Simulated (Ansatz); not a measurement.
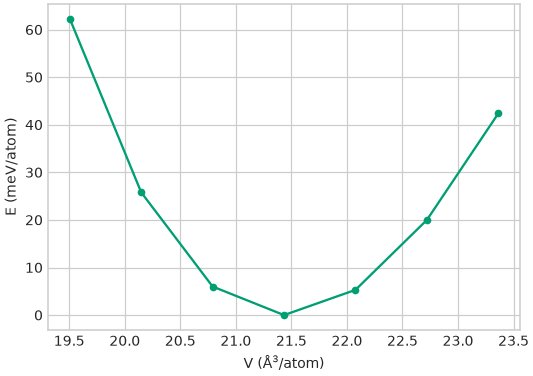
*ZrHg₃ (Cu3Au type, Pm-3m) under volume change, r²SCAN in the plane-wave PAW code Ansatz, scaled uniformly.*

### Question
What does a third-order Birch–Murnaghan fit give for V₀, B₀ and B′?

### Answer
V₀ = 21.43 Å³/atom, B₀ = 94.0 GPa, B′ = 5.4.

The workflow started from an entry of the Crystallography Open Database (COD). Whether it is the stable phase at ambient conditions was not checked. The r²SCAN relaxation kept the symmetry of its start; its stability against distortions is not shown here. No spin polarisation was allowed. Scalar-relativistic: spin–orbit coupling is off unless named, which matters more the heavier the elements.

Potentials: the later of the program's two PAW sets.
